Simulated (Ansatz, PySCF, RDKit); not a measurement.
Torsion H3–O1–Bi2–H4 in BiH3O (SMILES [OH][BiH2]); at each angle all else is relaxed with GFN2-xTB, and the levels are single points there.
Geometry at 300° (charge 0, multiplicity 1):
```xyz
5

O      1.335    -0.416    -0.119
Bi    -0.706    -0.210     0.337
H      1.808     0.356     0.183
H     -0.399    -0.081     2.089
H     -0.653     1.569     0.267
```
Energies count from the point at 300°.

Cores are frozen in the correlated methods. Filled d and f shells under p-block atoms count as core. CBS(a, b) extrapolates the correlation energy as X⁻³ and adds the Hartree–Fock energy of set b.

The values were computed with Ansatz (an electronic-structure program); PySCF for the dispersion terms; RDKit for the force fields.  In def2 rows elements past Kr take small-core potentials, without spin–orbit coupling.

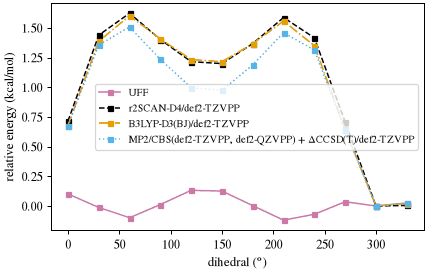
*Relative energy along the coordinate*

Q: Read off the MP2/CBS(def2-TZVPP, def2-QZVPP) + ΔCCSD(T)/def2-TZVPP curve at dihedral = 150.

A: about 0.97 kcal/mol
